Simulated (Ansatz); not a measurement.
A series of calculations on CH$_{7}$AlO

## 1. Relaxation

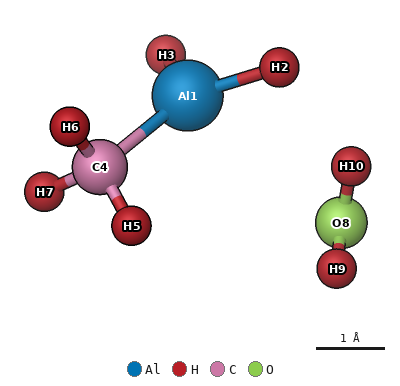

This is the input geometry for a relaxation of CH$_{7}$AlO. A ball-and-stick model, seen at a tilt.

The run prepares an end point of a later path (reaction) calculation, from a guessed geometry.

Level of theory: RKS PBE0/6-31G* (Ansatz).

Input file:
```yaml
crystal:
  periodic: [false, false, false]
  atoms:
    - { symbol: Al, position_ang: [-0.01518, 0.258593, -0.088962] }
    - { symbol: H, position_ang: [-0.044069, 0.076489, 1.476932] }
    - { symbol: H, position_ang: [1.368952, 0.662761, -0.772119] }
    - { symbol: C, position_ang: [-1.703487, 0.180506, -1.084667] }
    - { symbol: H, position_ang: [-2.298895, -0.69944, -0.812079] }
    - { symbol: H, position_ang: [-2.329201, 1.056147, -0.865299] }
    - { symbol: H, position_ang: [-1.54537, 0.155644, -2.168416] }
    - { symbol: O, position_ang: [0.257401, -2.50987, 0.934057] }
    - { symbol: H, position_ang: [-0.613382, -2.928763, 0.929362] }
    - { symbol: H, position_ang: [0.158831, -1.777167, 1.58949] }
basis:
  gaussian: { orbitals: "6-31G*" }
hamiltonian:
  xc: pbe0
relax:
  f_tol: 0.03
  max_steps: 50
```

Launched with:
```bash
ansatz run input.yaml --threads 1 --pin off --max-ram 2048MiB --backend cpu --events-out ev --progress --plain --runs-dir out
```

### Where does the relaxation end?

H9 moves most after the best rigid fit: 0.93 Å. By element the largest moves are H 0.93 Å, O 0.70 Å, Al 0.31 Å, C 0.26 Å. Near-neighbour distances that change, for instance: Al1–O8 2.964 → 2.058 Å, Al1–H2 1.577 → 1.616 Å, Al1–C4 1.962 → 1.980 Å, O8–H10 0.988 → 0.969 Å. New bonds form, among them: Al1–O8 (2.96 → 2.06 Å). Among the angles between lasting bonds that change: H3–Al1–C4 122.6° → 118.6°, H9–O8–H10 103.6° → 106.7°. Groups turn about Al1–C4 by about 20°. After 13 accepted moves (15 points after the start) the energy has fallen by 0.668 eV. Largest force component: 0.95 eV/Å at the start, 0.012 eV/Å at the end. The line search rejected the trial steps at points 8, 12 of the run. The forces were under the threshold at step 13, but the run went on from there.

Final geometry:

```xyz
10

Al   -0.0183    0.0752    0.1631
H    -0.1499    0.4674    1.7253
H     1.3588    0.4380   -0.5726
C    -1.6747   -0.0222   -0.9182
H    -2.5348   -0.4376   -0.3754
H    -1.9762    0.9856   -1.2354
H    -1.5512   -0.6016   -1.8436
O     0.1914   -1.9370    0.5408
H    -0.5548   -2.4206    0.1550
H     0.1452   -2.0724    1.4994
```

After the run, drawn alike:

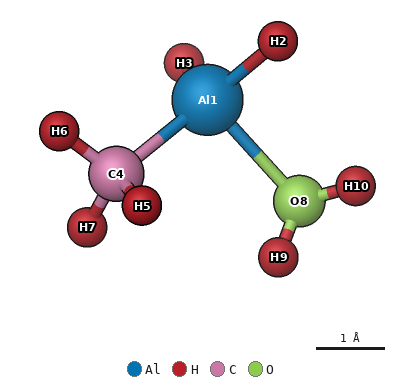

## 2. Relaxation

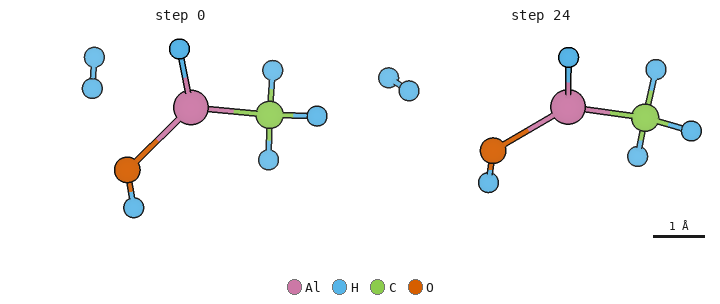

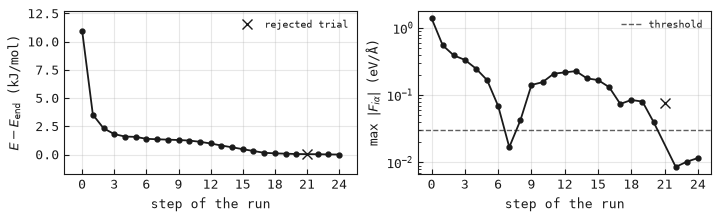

First and last geometry of a relaxation of CH7AlO, with the history of the run. Style: ball-and-stick. Shown face on.

The run prepares an end point of a later path (reaction) calculation, from a guessed geometry.

Computed with Ansatz, RKS PBE0/6-31G*. Settings: no spin polarisation; force threshold 0.03 eV/Å; at most 50 steps.

Q: Read the history and describe the run.

A: It converged. After 23 accepted moves (24 points after the start) the energy has fallen by 11.0 kJ/mol. The largest force component goes from 1.4 to 0.012 eV/Å. The line search rejected the trial step at point 21 of the run. The forces were under the threshold at step 7, but the run went on from there. The largest move after the best rigid fit is that of an H atom, 1.43 Å. Largest moves by element: H 1.43 Å, O 0.40 Å, Al 0.37 Å, C 0.33 Å. Near-neighbour distances that change, for instance: Al–O 1.756 → 1.720 Å, H–H 0.712 → 0.745 Å. Among the angles between lasting bonds that change: Al–O–H 116.9° → 119.8°, C–Al–O 120.4° → 122.5°. The run took 66 s on 1 thread of Arm Neoverse V1, with other jobs on the host, peak memory 0.14 GiB.

Limits of the set-up: the start holds two separate molecules, 2.2 Å apart at their closest, whose relative position is a soft coordinate and is computed without a dispersion correction.

## 3. Path

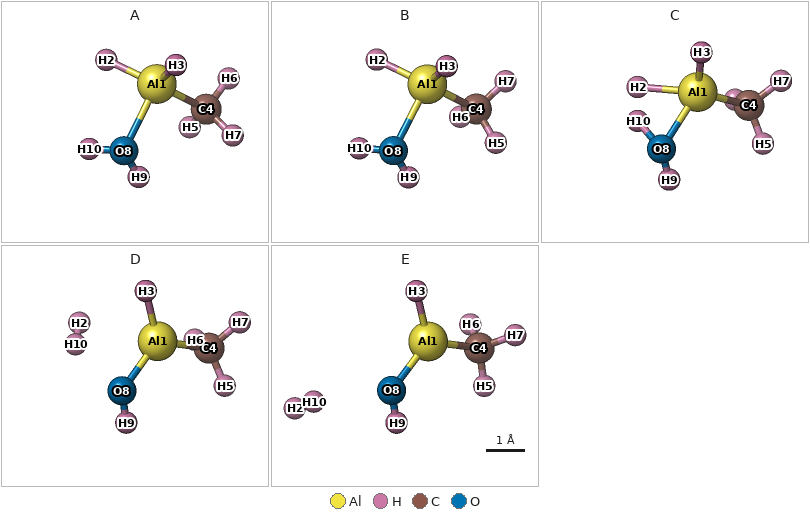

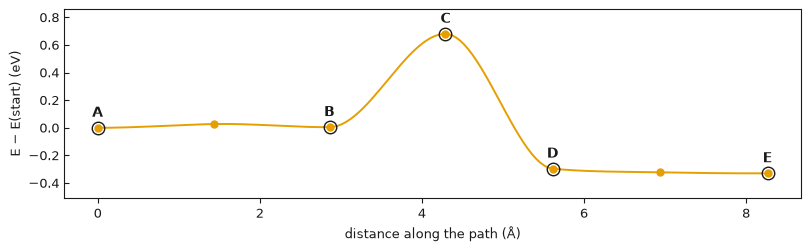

A nudged-elastic-band calculation for CH$_{7}$AlO. Images are numbered from 0 (start) to 6 (end). Frames A to E are images 0, 2, 3, 4, 6. Style: ball-and-stick. Shown at a tilt.

Computed with Ansatz, RKS PBE0/6-31G*. Settings: 5 movable images; climbing image; force threshold 0.05 eV/Å; iteration limit 60; starting path through a guess of the saddle point.

Q: What happens along the path, and what is the barrier?

A: Forward barrier 0.68 eV, backward barrier 1.01 eV, with image 3 at the top; the reaction energy is −0.33 eV. The path has more than one stage, and so few images may leave a stage unresolved. Breaking: Al1–H2 (1.62 → 1.80 at the top → 4.28 Å), O8–H10 (0.97 → 1.25 at the top → 2.57 Å). Forming: H2–H10 (2.57 → 1.05 at the top → 0.75 Å). The band converged in 16 iterations. The largest component of the band force went from 6 to 0.03 eV/Å. The climbing image converged on the top of the path. Its vibrational analysis gives 2 imaginary modes over 30i cm⁻¹, so it isn't confirmed as a transition state.

The run took 3.3 min on 1 thread of Arm Neoverse V1, on a shared host, peak memory 0.12 GiB.
